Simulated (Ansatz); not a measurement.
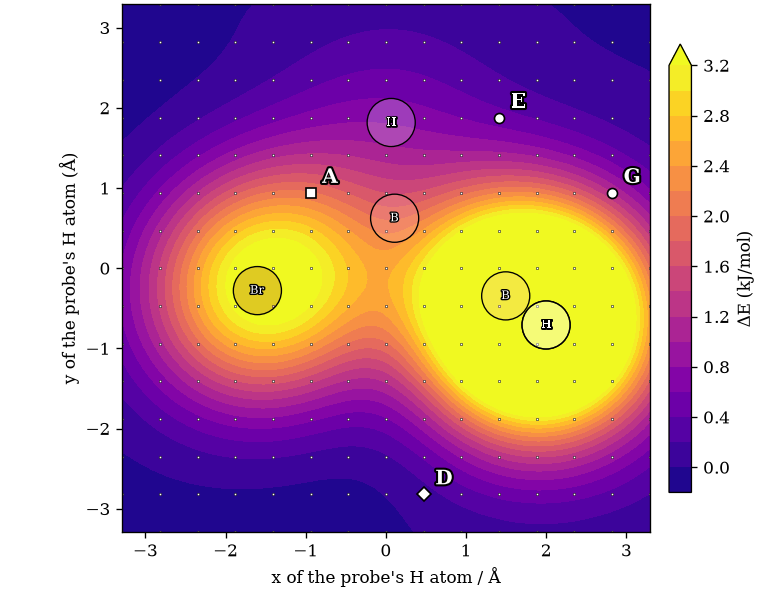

B₂BrH₃ (SMILES BBBr) with the probe H. The probe is moved over a plane parallel to the molecule's main plane, 3.13 Å above it. First axis: x of the probe's H atom. Second axis: y of the probe's H atom. Nothing is relaxed (molecule and probe rigid). Grid: 15 × 15 points. Points are written as (first, second). Energies: kJ/mol, counted from molecule and probe far apart, each relaxed in its own basis (no counterpoise correction). These are results of UHF/def2-SVP (Ansatz 0.2.0), not measurements.

Drawn: filled contours, dots at the grid points, labelled circles for the molecule's atoms, projected on the plane, one colour for all values above the top of the scale, lettered points. Between grid points the surface is interpolated.

Is E the lowest point of the computed grid?

Answer. No. E lies 0.57 kJ/mol above the lowest grid point, which is at (−0.94 Å, −3.29 Å).

What kind of point is each of A, E, G: minimum, saddle, maximum or slope?

Answer. A: on a slope; E: on a slope; G: on a slope. (In these two coordinates alone; a stationary point may lie a little off the grid point.)

Rank the lettered points by energy, lowest first.

Answer. D (0.13 kJ/mol), E (0.49 kJ/mol), G (1.19 kJ/mol), A (2.01 kJ/mol).
